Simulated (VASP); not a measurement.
Here is the system:

```xyz
2
Lattice="0.0000 2.7050 2.7050 2.7050 0.0000 2.7050 2.7050 2.7050 0.0000" Properties=species:S:1:pos:R:3 pbc="T T T"
Zn     0.0000     0.0000     0.0000
S      1.3525     1.3525     1.3525
```

The numbers are results of rev-vdW-DF2, VASP's PBE PAW potentials (set 64) (plane waves; VASP 6.6.1), not measurements. Settings: 520 eV cut-off, 9×9×9 Γ-centred mesh, tetrahedra with Blöchl corrections, potentials Zn S.

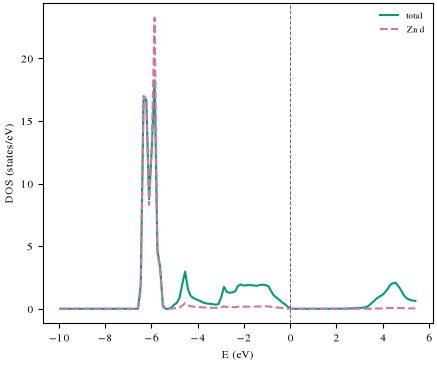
Figure. Total and projected density of states, zero at the valence-band maximum

Within 2 eV below the valence-band maximum the largest weight inside VASP's projection spheres is S p, then Zn d.

The gap is direct, 1.99 eV, from the valence maximum at Γ to the conduction minimum at Γ.

The compound is ZnS in the zinc blende structure. The cell was not relaxed at this level.
